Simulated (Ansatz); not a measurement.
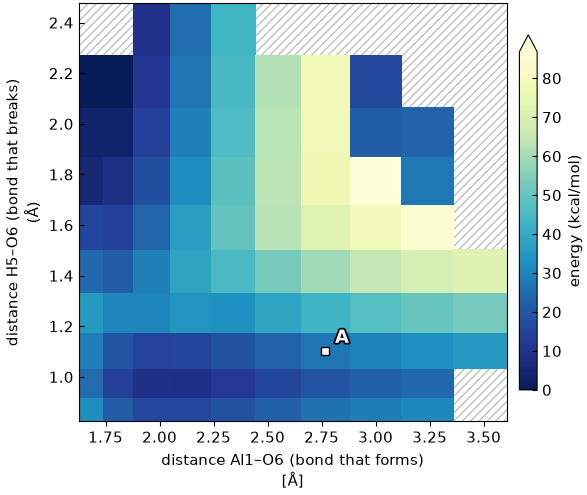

The reacting system AlH7OSi (fragments AlH₅Si + H₂O where the first distance is long, AlH₃O + H₄Si where the second is long). 
- First axis: distance Al1–O6 (bond that forms). Second axis: distance H5–O6 (bond that breaks).
- Relaxed at each point: all other coordinates.
- The scan uses a 10 × 10 grid. At 14 points there is no value.
- Points are written as (first, second).
- All energies are given in kcal/mol relative to the lowest grid point.
- Energies and slopes of some neighbouring points disagree (a jump in structure or state, or too coarse a mesh). The reference is spin-restricted, so regions where a bond is pulled apart into radicals lie too high.
- Level of theory: RKS B3LYP-D4/def2-SVP (Ansatz).

Drawn: one coloured cell a grid point, one colour for all values above the top of the scale, hatched blanks where no value was computed, the point A.

> Is A at rest? If not, where is it pushed?

A, at (2.767 Å, 1.102 Å), is not a stationary point. The computed force is 16 kcal/mol for each Å towards smaller values of the first coordinate and 95.9 kcal/mol for each Å towards smaller values of the second coordinate.
